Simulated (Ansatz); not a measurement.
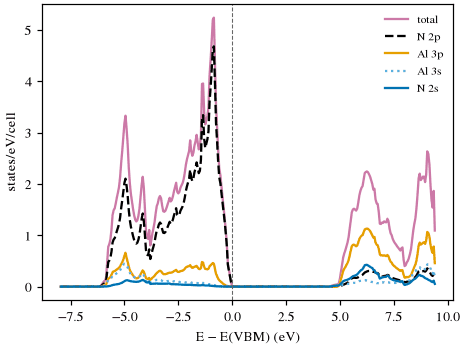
*Total and projected density of states of AlN (wurtzite, space group No. 186), the program Ansatz at the LDA level (PAW)*

Question: Which orbitals carry the states next to the gap?

Answer: Top 1 eV of the valence band: N 2p 91 %, Al 3p 7 %. Bottom 1 eV of the conduction band: Al 3p 51 %, N 2s 19 %, Al 3s 8 %, N 2p 8 %, outside the projected shells 14 %. Projections are on Löwdin-orthogonalised atomic valence shells; empty p or d shells of many metals are not among them.

Question: Where is the tallest occupied peak in this window, and what makes it?

Answer: Near -0.8 eV, about 5.2 states/eV per cell; the largest projected share is N 2p.

Space group P6_3mc (wurtzite). Symmetry was held in the LDA relaxation.

Potentials: the earlier of the program's two PAW sets. The files were generated under PBE; for other functionals the program regenerates the frozen cores, and for LDA and PBEsol the local potential too.
